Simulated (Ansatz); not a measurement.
**One shape, several levels: GeH4 (SMILES [H][Ge]([H])([H])[H])**

Wanted: a comparison of 6 runs (PBE0/STO-3G, UB3LYP/STO-3G, UPBE/STO-3G, revPBE/STO-3G, wB97X/STO-3G, CCSDT(Q)/STO-3G) of GeH4. 

The calculation is run with Ansatz 0.2.0.

30 further runs of the same task are left out: 2 that didn't finish, 28 set aside as unsound or not needed.

**1. The system as given**

GeH4: 5 atoms, total charge 0, spin state singlet. SMILES: `[H][Ge]([H])([H])[H]`. The H4–Ge1 distance was set to 1.853 Å, away from the relaxed value.

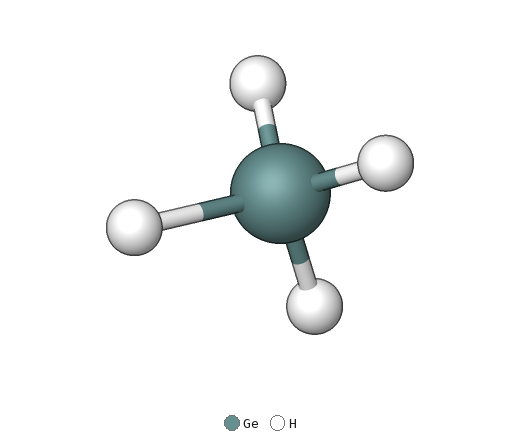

Viewed from a chosen angle; germanium teal, hydrogen white.

**2. The energy at PBE0/STO-3G (run 1)**

molecule.yaml reads:

```yaml
crystal:
  periodic: [false, false, false]
  atoms:
    - {symbol: Ge, position_ang: [0.177035, -0.302908, 0.118118]}
    - {symbol: H, position_ang: [0.188395, -0.321498, 1.600258]}
    - {symbol: H, position_ang: [1.571815, -0.293318, -0.385162]}
    - {symbol: H, position_ang: [-0.707610, 1.213950, -0.473620]}
    - {symbol: H, position_ang: [-0.521975, -1.509618, -0.386242]}
basis:
  gaussian: {orbitals: STO-3G}
hamiltonian: {xc: pbe0}
accuracy: high
```

Command:

```bash
$ ansatz run molecule.yaml --threads 1 --pin off --max-ram 2610MiB --events-out events.jsonl --progress --plain --runs-dir runs
```

The program printed:

```text
Warning: RAYON_NUM_THREADS=1 ignored (pool sized by the plan → 1); use --threads N
Functional definition: PBE0
  name "PBE0"
  parameter a = 0.25
  parameter kappa = 0.804
  parameter beta = 0.06672455060314922
  exchange = (1 - a)*pbe_x(kappa = kappa, mu = beta*pi^2/3) + a*exact_x
  correlation = pbe_c(beta = beta)
287 factors; integrals over basis functions are off by at most 7.9e-9 eV
mean field evaluation 1: about -55923.9256 eV, gradient 1.6e1 eV
mean field evaluation 2: about -55924.3606 eV, gradient 9.9e0 eV
mean field evaluation 4: about -55924.7458 eV, gradient 1.3e-1 eV
mean field evaluation 8: about -55924.7055 eV, gradient 1.1e-3 eV
mean field -55924.70551245 eV, -2055.1950204557 hartree, gradient 9.3e-8 eV, S^2 0.000000; 0 other end points of the search recorded, 0 dependent functions left out
reference -55924.70551373 eV, -2055.1950205025 hartree; 18, 18 occupied and 4, 4 virtual orbitals, 287 factors
Total energy: -55924.70551373 eV, -2055.1950205025 hartree
```

Wall time 0.76 s (1 thread of Intel Xeon Platinum 8375C at 2.90GHz (Ice Lake), shared host); peak memory 0.11 GiB.

**3. A single-point energy at UB3LYP/STO-3G (run 2)**

in.yaml reads:

```yaml
crystal:
  periodic: [false, false, false]
  atoms:
    - symbol: Ge
      position_ang: [0.177035, -0.302908, 0.118118]
    - symbol: H
      position_ang: [0.188395, -0.321498, 1.600258]
    - symbol: H
      position_ang: [1.571815, -0.293318, -0.385162]
    - symbol: H
      position_ang: [-0.707610, 1.213950, -0.473620]
    - symbol: H
      position_ang: [-0.521975, -1.509618, -0.386242]
basis:
  gaussian:
    orbitals: STO-3G
magnetization:
  spin_polarized: true
hamiltonian:
  xc: {name: B3LYP}
accuracy: high
```

Command:

```bash
$ ansatz run in.yaml --threads 1 --pin off --max-ram 2610MiB --events-out events.jsonl --progress --plain --runs-dir runs
```

The program printed:

```text
Warning: RAYON_NUM_THREADS=1 ignored (pool sized by the plan → 1); use --threads N
Functional definition: B3LYP
  name "B3LYP"
  parameter a0 = 0.2
  parameter ax = 0.72
  parameter ac = 0.81
  exchange = (1 - a0 - ax)*slater_x + ax*b88_x + a0*exact_x
  correlation = (1 - ac)*vwn_rpa_c + ac*lyp_c
287 factors; integrals over basis functions are off by at most 7.9e-9 eV
mean field evaluation 1: about -55929.0848 eV, gradient 1.6e1 eV
mean field evaluation 2: about -55929.8192 eV, gradient 1.0e1 eV
mean field evaluation 4: about -55930.6517 eV, gradient 2.2e-1 eV
mean field evaluation 8: about -55930.6084 eV, gradient 1.3e-3 eV
mean field -55930.60836094 eV, -2055.4119461367 hartree, gradient 6.5e-8 eV, S^2 0.000000; 0 other end points of the search recorded, 0 dependent functions left out
reference -55930.60838550 eV, -2055.4119470393 hartree; 18, 18 occupied and 4, 4 virtual orbitals, 287 factors
Total energy: -55930.60838550 eV, -2055.4119470393 hartree
```

Wall time 1.3 s (1 thread of Intel Xeon Platinum 8375C at 2.90GHz (Ice Lake), shared host); peak memory 0.14 GiB.

Runs 3 to 4 aren't shown in full; the table further down has their settings and results.

**4. The energy at wB97X/STO-3G (run 5)**

job.yaml reads:

```yaml
crystal:
  periodic: [false, false, false]
  atoms:
    - {symbol: Ge, position_ang: [0.177035, -0.302908, 0.118118]}
    - {symbol: H, position_ang: [0.188395, -0.321498, 1.600258]}
    - {symbol: H, position_ang: [1.571815, -0.293318, -0.385162]}
    - {symbol: H, position_ang: [-0.707610, 1.213950, -0.473620]}
    - {symbol: H, position_ang: [-0.521975, -1.509618, -0.386242]}
basis:
  gaussian:
    orbitals: STO-3G
hamiltonian:
  xc: {name: wB97X}
accuracy: high
```

Command:

```bash
$ ansatz run job.yaml --threads 1 --pin off --max-ram 2610MiB --events-out events.jsonl --progress --plain --runs-dir runs
```

The program printed (excerpt; [...] marks lines left out):

```text
Warning: RAYON_NUM_THREADS=1 ignored (pool sized by the plan → 1); use --threads N
Functional definition: wB97X
  name "wB97X"
[...]
      + exact_x_lr(omega)
[...]
      + integral(e_c_pw_opposite_spin*poly(b97_u_opposite, 1, cos1, cos2, cos3, cos4))
287 factors; integrals over basis functions are off by at most 7.9e-9 eV
110 factors; integrals over basis functions are off by at most 5.1e-10 eV
[...]
mean field -55932.12054353 eV, -2055.4675178217 hartree, gradient 4.3e-8 eV, S^2 0.000000; 0 other end points of the search recorded, 0 dependent functions left out
reference -55932.12054189 eV, -2055.4675177614 hartree; 18, 18 occupied and 4, 4 virtual orbitals, 287 factors
Total energy: -55932.12054189 eV, -2055.4675177614 hartree
```

It took 3.6 s on 1 thread of Intel Xeon Platinum 8375C at 2.90GHz (Ice Lake), shared host; peak memory 0.24 GiB.

**5. A single-point energy at CCSDT(Q)/STO-3G (run 6)**

molecule.yaml, as its differences from that of step 2:

```diff
@@ -9,4 +9,9 @@
 basis:
-  gaussian: {orbitals: STO-3G}
-hamiltonian: {xc: pbe0}
+  gaussian:
+    orbitals: STO-3G
 accuracy: high
+scf:
+  omitted_lower_state_checks: [cluster_reference, increment]
+correlation:
+  method: ccsdt_q
+  frozen_orbitals: {Ge: 9, H: 0}
```

Command:

```bash
$ ansatz run molecule.yaml --threads 1 --pin off --max-ram 2610MiB --events-out events.jsonl --progress --plain --runs-dir runs
```

The program printed:

```text
Warning: RAYON_NUM_THREADS=1 ignored (pool sized by the plan → 1); use --threads N
[... 11 lines left out ...]
9 core orbitals not correlated: weight in the atoms' cores, before any rotation towards them, 1.000 or more for the frozen orbitals, at most 0.000 for the correlated occupied ones
[... 24 lines left out ...]
Total energy: -55895.21194193 eV, -2054.1111517303 hartree
Checks for a lower state left out: cluster_reference, increment
```

Wall time 0.32 s (1 thread of Intel Xeon Platinum 8375C at 2.90GHz (Ice Lake), shared host).

**6. The series**

| run | level | frozen core orbitals | energy (Eh) | wall time |
| --- | --- | --- | --- | --- |
| 1 | PBE0/STO-3G | – | -2055.195021 | 0.76 s |
| 2 | UB3LYP/STO-3G | – | -2055.411947 | 1.3 s |
| 3 | UPBE/STO-3G | – | -2055.021610 | 1.2 s |
| 4 | revPBE/STO-3G | – | -2055.232892 | 0.82 s |
| 5 | wB97X/STO-3G | – | -2055.467518 | 3.6 s |
| 6 | CCSDT(Q)/STO-3G | 9 | -2054.111152 | 0.32 s |

**7. Results**

| quantity | value |
| --- | --- |
| run 6: total energy | -2054.11115 Eh |
| run 6: correlation energy (9 core orbitals frozen) | -74.9 mEh |
| run 6: T1 diagnostic | 0.003 |

What this shows: Totals of different functionals can't be ranked against each other. In runs 1, 2, 3, 4, 5, 6 the basis is minimal, so the values are rough. All runs together took 8.1 s, the longest 3.6 s.
